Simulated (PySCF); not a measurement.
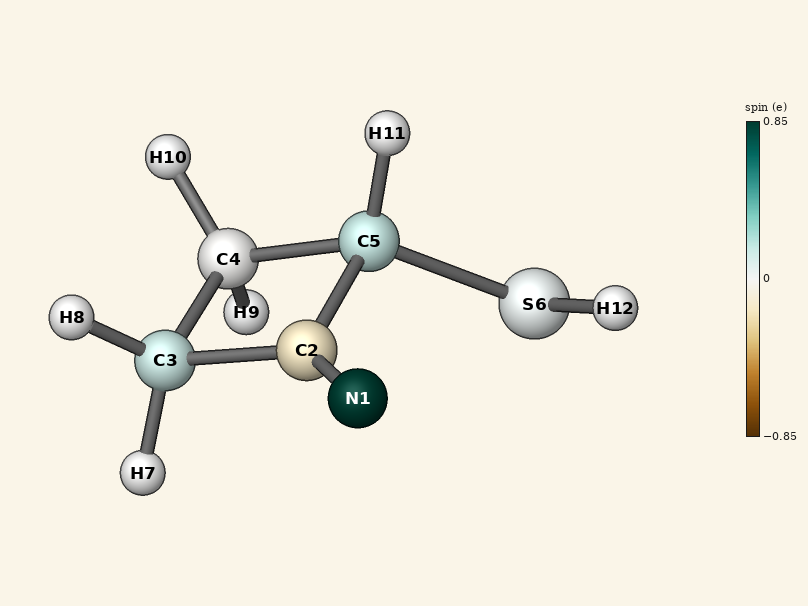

Atoms are coloured by their Mulliken spin populations. Charge 0, doublet. The computed structure is the end point of a GFN2-xTB optimisation. No frequency run is at hand to confirm it as a minimum. Properties computed with UKS B3LYP, pcH-1 on C H N S, non-relativistic (PySCF 2.14.0).

Which atom carries the largest spin population?

N1 (0.84 e).

Which atom has the lowest spin population?

C2 (−0.17 e); a negative value comes from spin polarisation.

List the Mulliken spin populations.

| atom | value (e) |
| --- | --- |
| N1 | 0.84 |
| C2 | −0.17 |
| C3 | 0.14 |
| C4 | −0.01 |
| C5 | 0.17 |
| S6 | 0.03 |
| H7 | 0.00 |
| H8 | 0.00 |
| H9 | 0.00 |
| H10 | 0.00 |
| H11 | 0.00 |
| H12 | 0.00 |

Mulliken values depend strongly on the basis set.
